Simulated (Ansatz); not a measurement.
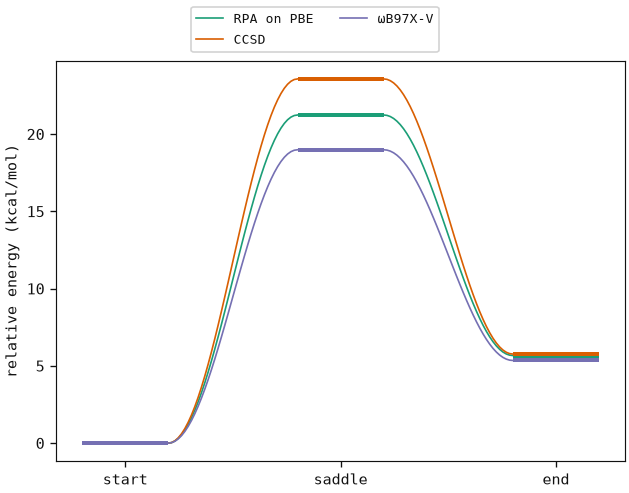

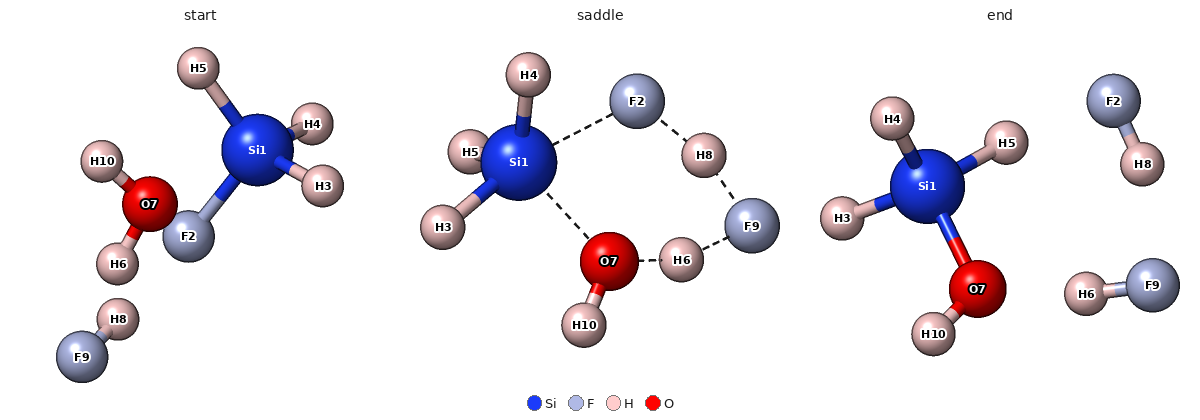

One elementary step of SiH₆OF₂: start, first-order saddle point (changing pairs dashed) and end. Electronic energies at PBE0-D4/def2-TZVP geometries, energies in def2-TZVPP, the Ansatz code 0.2.0; cores frozen in correlated methods, no zero-point terms. Start and end are the structures at the ends of the path (complexes, where there are several molecules). Lines between the levels only guide the eye.

In the step Si1–O7 (2.90 → 1.78 → 1.68 Å), F2–H8 (1.69 → 1.15 → 0.94 Å) and H6–F9 (1.97 → 1.26 → 0.96 Å) form; Si1–F2 (1.63 → 1.98 → 3.25 Å), H6–O7 (0.97 → 1.10 → 1.55 Å) and H8–F9 (0.94 → 1.13 → 1.66 Å) break (lengths at start, saddle and end; changes of bond order aren't listed).

Is the step uphill or downhill with RPA on PBE?

Answer. Uphill by 5.7 kcal/mol in electronic energy, over a barrier of 21.2 kcal/mol.

Give the barriers and step energies (kcal/mol).

Answer.
```tsv
level	barrier	reverse barrier	step energy
RPA on PBE	21.2	15.6	5.7
CCSD	23.6	17.8	5.8
ωB97X-V	19.0	13.6	5.3
```
